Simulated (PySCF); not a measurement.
## Electronic structure of F$_{3}$H$_{3}$OSiTi ((F)3Ti-O-SiH3) in real space

```yaml
atoms:
  - { symbol: Ti, position_ang: [-0.6054, 0.0095, 1.5610] }
  - { symbol: F, position_ang: [0.2120, 1.2074, 2.5141] }
  - { symbol: F, position_ang: [-0.3686, -1.5553, 2.2735] }
  - { symbol: F, position_ang: [-2.3029, 0.3681, 1.5199] }
  - { symbol: O, position_ang: [0.0434, 0.0155, -0.0636] }
  - { symbol: Si, position_ang: [0.6575, -0.0207, -1.6250] }
  - { symbol: H, position_ang: [-0.4709, 0.1331, -2.5853] }
  - { symbol: H, position_ang: [1.6262, 1.0999, -1.7827] }
  - { symbol: H, position_ang: [1.3414, -1.3270, -1.8375] }
```

Geometry: PBE0-D3(BJ)/def2-SVP.

The calculation used PBE0/def2-SVPD, SCF density, gas phase (PySCF).

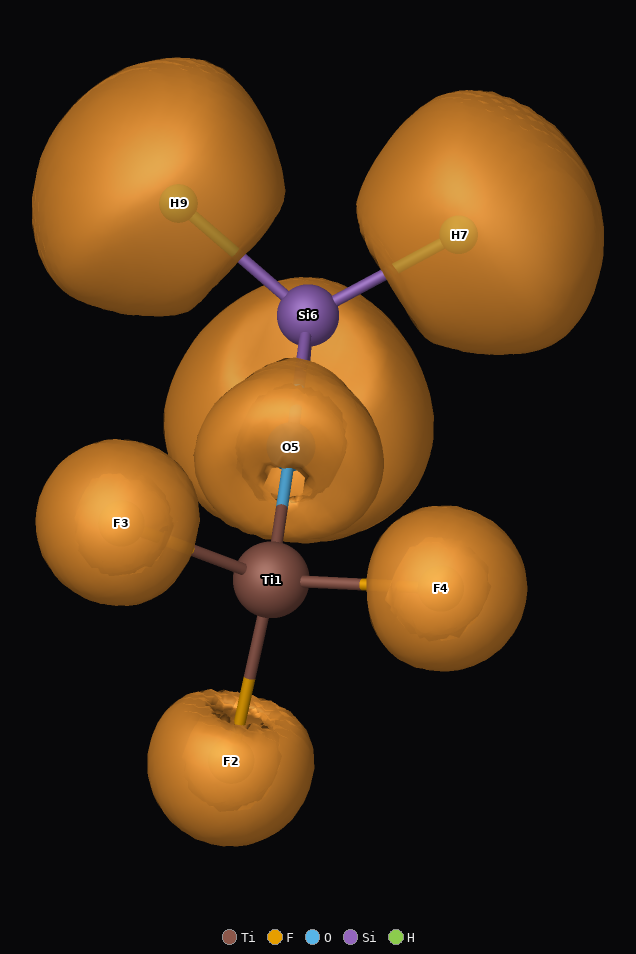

Figure 1. Isosurface of the ELF at 0.8 (orange), seen at an oblique angle. Only the valence region is drawn (cores and ρ < 0.01 e/Å³ removed).

What do the ELF domains correspond to?

Answer. The surface consists of three regions around hydrogen nuclei, three regions wrapped around F (the valence shell of each) and one region wrapped around O (its valence shell).


Si–O (1.68 Å): the ELF peaks at about 0.90 between the atoms, as expected for a shared but strongly polarised pair. Ti–F (1.74 Å): the ELF peaks at about 0.85 in the valence shell of F, 0.5 Å from its nucleus, and drops to about 0.20 between the two atoms.

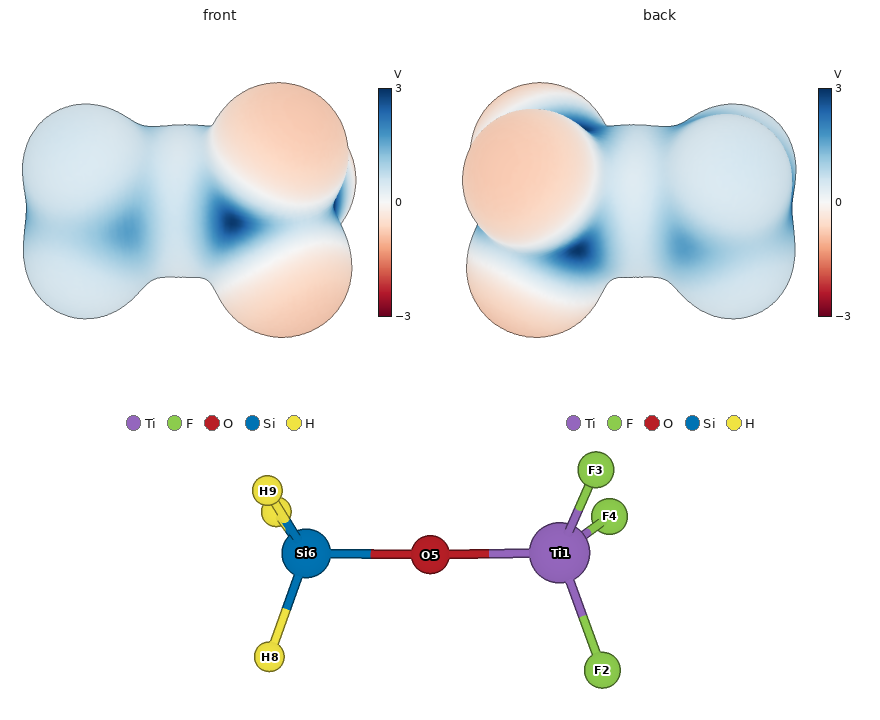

Figure 2. The molecular electrostatic potential painted on the density surface at 0.002 e/bohr³, seen from the front and from behind; the colour scale runs from red (negative) to blue (positive). The bare structure is drawn below in the same view.

Describe the electrostatic potential map.

Answer. The most negative region (about −0.8 V) lies over F2, F3 and F4, the most positive (about +2.8 V) over Ti1.
